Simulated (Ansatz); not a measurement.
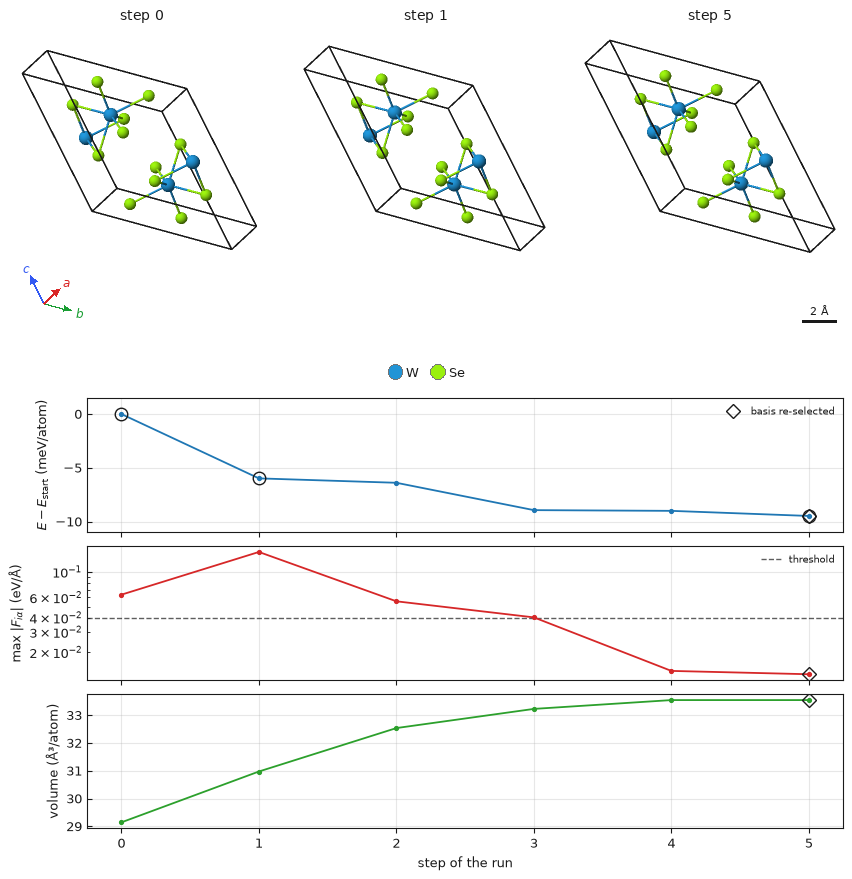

Frames of a relaxation of solid WSe3 (a generated structure, set up in P6_3/mmc) (coarse preliminary run), marked on the history of the run. A ball-and-stick model of the cell of the calculation, seen from a free direction.

Level of theory: DFT PBE, scalar-relativistic, plane waves, PAW (Ansatz 0.2.0).

Input file:
```yaml
crystal:
  lattice:
    - [0.0, 0.0, 3.0682910169]
    - [9.3672261599, 4.2e-09, 0.0]
    - [-4.6836130836, 8.1122558154, 0.0]
  atoms:
    - { symbol: W, position: [0.25, 0.6666666667, 0.3333333333] }
    - { symbol: W, position: [0.75, 0.3333333333, 0.6666666667] }
    - { symbol: Se, position: [0.75, 0.4214365945, 0.2107182973] }
    - { symbol: Se, position: [0.75, 0.7892817027, 0.2107182973] }
    - { symbol: Se, position: [0.75, 0.7892817027, 0.5785634055] }
    - { symbol: Se, position: [0.25, 0.5785634055, 0.7892817027] }
    - { symbol: Se, position: [0.25, 0.2107182973, 0.7892817027] }
    - { symbol: Se, position: [0.25, 0.2107182973, 0.4214365945] }
basis:
  ecutwfc: 420
kpoints:
  mp_grid: { grid: [6, 3, 3] }
hamiltonian:
  xc: pbe
scf:
  occupations: { method: gaussian, width: 0.1 }
  lower_state_search: "off"
output:
  forces: true
  stress: true
  eigenvalues: true
  populations: true
magnetization:
  spin_polarized: true
relax:
  adjacent_minimum: "off"
  f_tol: 0.04
  max_steps: 70
  cell: { stress_tol: 0.4 }
```

Launched with:
```bash
ansatz run input.yaml --threads 1 --pin off --max-ram 2560MiB --backend cpu --events-out ev --progress --plain --runs-dir out
```

**What happens along the run?**

The largest moves relative to the cell, 0.15 Å, are those of Se3, Se4, Se5, Se6, Se7 and Se8. Se8 goes along [0 1 2]. W stays in place. The drawn cell changes as follows: a 3.068 → 3.059 Å (−0.3 %), b = c 9.367 → 10.065 Å (+7.4 %); the volume changes by +15.1 %. Near-neighbour distances that change, for instance: W1–W1 3.068 → 3.059 Å. The space group stays P6_3/mmc (No. 194). After 4 accepted moves (5 points after the start) the energy has fallen by 9.5 meV per atom. Largest force component: 0.063 eV/Å at the start, 0.013 eV/Å at the end. The pressure goes from 0.30 to 0.06 GPa. The SCF was repeated once at an unchanged geometry on a basis and grid sized afresh for the cell, which shifted the energy by 0.5 meV per atom at most. From step 0 to 1: Se atoms move most (0.07 Å), volume +6.3 %, energy −6.0 meV per atom. From step 1 to 5: Se atoms move most (0.07 Å), volume +8.3 %, energy −3.5 meV per atom.
